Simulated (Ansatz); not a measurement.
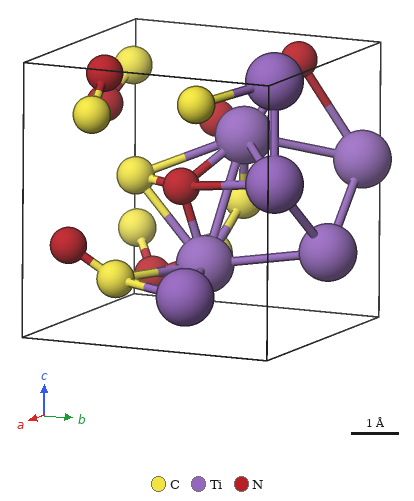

Starting frame of a dynamics run of an amorphous cell of composition Ti$_{7}$C$_{8}$N$_{7}$ (22 atoms in the cell). A ball-and-stick model of the simulation cell, seen slightly off an axis. Bonds to atoms that aren't drawn are left out.

These are results of DFT PBE, scalar-relativistic, plane waves, PAW (Ansatz), not measurements.

Input
```yaml
crystal:
  lattice:
    - [6.076351, 0.025247, -0.049807]
    - [0.025247, 5.783208, -0.055363]
    - [-0.049807, -0.055363, 6.005517]
  atoms:
    - { symbol: C, position: [0.9158131093, 0.238247434, 0.8147839461] }
    - { symbol: C, position: [0.4693500494, 0.2153507808, 0.520768392] }
    - { symbol: C, position: [0.937176069, 0.6733979928, 0.8903429653] }
    - { symbol: C, position: [0.0041457058, 0.011017289, 0.2393913734] }
    - { symbol: C, position: [0.168065147, 0.0653571564, 0.8613413697] }
    - { symbol: C, position: [0.1480597965, 0.5101889429, 0.406216037] }
    - { symbol: C, position: [0.1426504422, 0.3859258876, 0.2039553318] }
    - { symbol: C, position: [0.7635637604, 0.2700596102, 0.1954627604] }
    - { symbol: Ti, position: [0.8931499326, 0.6133061119, 0.1786381782] }
    - { symbol: Ti, position: [0.2890109142, 0.5744801739, 0.6686767341] }
    - { symbol: Ti, position: [0.6251443161, 0.8501634336, 0.940914865] }
    - { symbol: Ti, position: [0.6673497762, 0.8724001622, 0.5751187387] }
    - { symbol: Ti, position: [0.0524435164, 0.9503681162, 0.5758233936] }
    - { symbol: Ti, position: [0.4507312261, 0.4924565271, 0.2180450381] }
    - { symbol: Ti, position: [0.3924419167, 0.9668122673, 0.2918561184] }
    - { symbol: "N", position: [0.5059602592, 0.4186888185, 0.5041359509] }
    - { symbol: "N", position: [0.3605360466, 0.0372210807, 0.75080172] }
    - { symbol: "N", position: [0.1630044722, 0.7386496187, 0.9365803124] }
    - { symbol: "N", position: [0.8034280942, 0.0950419993, 0.308980399] }
    - { symbol: "N", position: [0.7088458946, 0.1951840501, 0.9288126706] }
    - { symbol: "N", position: [0.0526264226, 0.3558078744, 0.6741722382] }
    - { symbol: "N", position: [0.1463267415, 0.1398303263, 0.1029386112] }
  symmetry: { detect: false }
basis:
  ecutwfc: 420
  xc_grid: 1
kpoints:
  mp_grid: { grid: [1, 1, 1], shift: [0.25, 0.25, 0.25] }
hamiltonian:
  xc: pbe
scf:
  occupations: { method: fermi_dirac, width: 0.3447 }
  lower_state_search: "off"
  convergence: { dr2_threshold: 1.0e-05 }
output:
  forces: true
  stress: true
md:
  timestep: 2.0
  n_steps: 247
  ensemble: nvt_langevin
  friction: 0.03
  temperature: 4000.0
  initial_velocities: maxwell_boltzmann
  seed: 21780
```

Launched with:
```bash
ansatz run input.yaml --threads 2 --pin off --max-ram 5120MiB --backend cpu --events-out ev --progress --plain --runs-dir out
```

What does the trajectory do?

Answer. The mean temperature in the second half is 3957 K (standard deviation 659 K). The potential energy in the second half lies on average 536 meV per atom below the first frame. The mean pressure there is 26.3 GPa. Root-mean-square distances from the starting positions over the second half, with the common drift of all atoms taken out: C 2.02 Å, N 1.79 Å, Ti 1.18 Å. Against the typical shortest distance between atoms in the first frame, about 1.4 Å these are large excursions, but over 494 fs one can't yet tell strong vibration from the start of diffusion. 19 of the 22 free atoms end more than three quarters of that spacing from the start. Bond changes: 5 C–C bonds form between 50 fs and 346 fs; 8 C–N bonds break between 62 fs and 452 fs; 4 C–N bonds form between 74 fs and 492 fs; one C–C contact opens and closes in turn; one C–N contact opens and closes in turn.

Along the run (each row but the first and the last is the mean over the interval that it begins):

| time (fs) | potential energy (meV/atom) | T (K) | p (GPa) |
| --- | --- | --- | --- |
| 0.0 | 0.0 | 3818 | 28.9 |
| 60.0 | -74.3 | 4415 | 33.8 |
| 120.0 | -327.9 | 4441 | 20.6 |
| 180.0 | -501.7 | 3915 | 26.2 |
| 240.0 | -497.3 | 3890 | 22.5 |
| 300.0 | -572.2 | 3815 | 23.0 |
| 360.0 | -535.1 | 3784 | 26.2 |
| 420.0 | -499.2 | 4159 | 34.2 |
| 480.0 | -505.5 | 3493 | 31.1 |

The paths of the atoms:

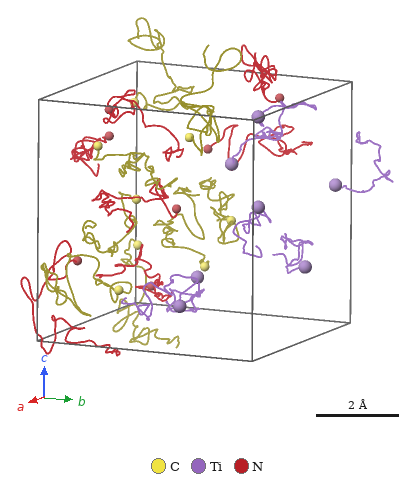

Limits of the set-up: the cell has an odd number of electrons but was run without spin polarisation; the periodic images lie only 5.8 Å apart, so the values are limited by the cell's size.

The run took 6.9 min on 2 threads of Arm Neoverse V1 (shared host), peak memory 0.46 GiB.
